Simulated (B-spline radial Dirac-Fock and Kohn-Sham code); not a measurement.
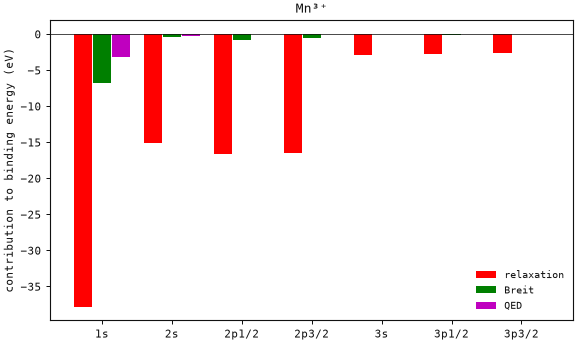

Bars give the relaxation, Breit and QED contributions (eV) to the binding energies of the deepest subshells, counted from the Koopmans value. It refers to Mn³⁺, configuration [Ar] 3d4. The calculation used Dirac–Fock ΔSCF (average of configuration, Fermi nucleus, Breit and QED terms, no correlation) (a B-spline radial atomic code). Open shells are averaged over j.

**How does the QED term of 2p1/2 compare with that of 1s?**

0.044 eV against −3.14 eV; the QED terms are weighted to the region near the nucleus, where s electrons have the most density. Its sign is opposite here.

**Which correction is largest for 1s?**

Relaxation, −37.8 eV.
